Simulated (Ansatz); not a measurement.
**Breaking a bond in CH2O2 (formic acid)**

The species is CH2O2 (5 atoms), meant as a singlet with charge 0. As SMILES, `O=CO`. Geometry: relaxed at PBE0-D4/def2-TZVP. This is one conformer, not always the lowest.

```xyz
5

O    -0.3871   -0.4257    1.2053
C    -0.2309   -0.3472    0.0240
O     0.4570    0.6133   -0.5980
H    -0.6318   -1.0550   -0.7151
H     0.7928    1.2147    0.0838
```

The O3–H5 distance is scanned; the parts on either side stay rigid. Basis STO-3G, 3 core orbitals frozen in the correlated methods; program Ansatz 0.2.0. FCI is exact within this basis and core. Energies in eV from each method's value at 0.969 Å; methods without a U are spin-restricted. The shape above is that at 0.969 Å.

```csv
distance (Å),BLYP,PBE0,wB97M-V,HSE06,RPA@PBE,CCSD(T),FCI
0.969,0.00,0.00,0.00,0.00,0.00,0.00,0.00
1.211,0.31,0.60,0.60,0.59,0.41,0.51,0.50
1.454,1.58,2.18,2.21,2.18,1.81,1.87,1.86
1.938,4.03,5.18,5.38,5.16,4.21,3.71,3.72
2.423,5.56,7.03,7.50,7.00,5.15,4.11,4.22
```

Departure from the FCI curve at its largest: BLYP +1.34 eV at 2.42 Å; PBE0 +2.81 eV at 2.42 Å; wB97M-V +3.28 eV at 2.42 Å; HSE06 +2.78 eV at 2.42 Å; RPA@PBE +0.93 eV at 2.42 Å; CCSD(T) -0.11 eV at 2.42 Å. Restricted functionals keep the electrons paired too, and rise too high.

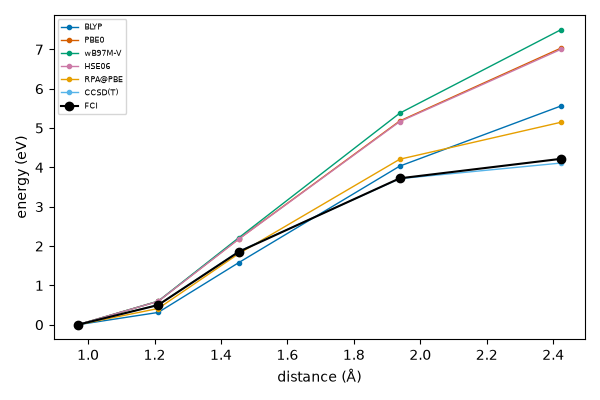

The curves of the table.
